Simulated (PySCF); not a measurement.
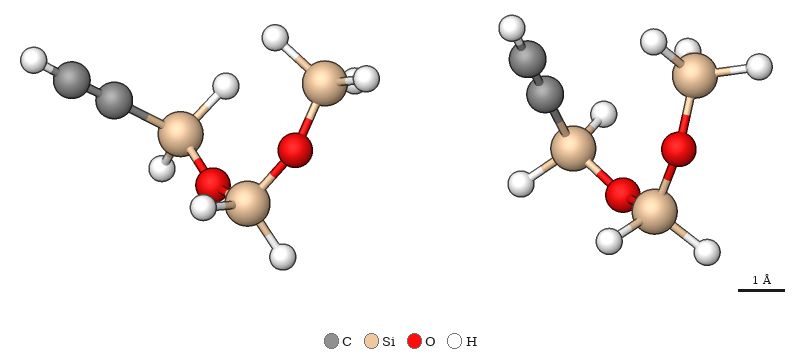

Two geometries of C$_{2}$H$_{8}$O$_{2}$Si$_{3}$, drawn at one scale. One is the start of a relaxation, the other its converged end. The picture is a ball-and-stick view, seen at a tilt.

Computed with PySCF 2.14.0, density-fitted response routines, PBE0-D3(BJ)/def2-SVP geometry optimisation, gas phase. 

> Which geometry has the lower energy?

The right one is the relaxed one. The start comes from GFN2-xTB. Its atoms were then displaced at random by about 0.01 Å. The energy falls by 44.1 kJ/mol in 25 geometry steps. The largest move after the best rigid fit is that of an H atom, 2.60 Å. By element the largest moves are H 2.60 Å, C 1.41 Å, Si 0.70 Å, O 0.53 Å. Among the contacts that change: O–Si 1.588 → 1.658 Å, H–Si 1.422 → 1.491 Å, H–Si 1.443 → 1.485 Å, O–Si 1.617 → 1.657 Å. Bond angles that change, for instance: Si–O–Si 151.7° → 142.3°, H–Si–H 118.4° → 111.6°, O–Si–H 103.9° → 109.8°. Groups turn about O–Si by about 65°, O–Si by about 60°.
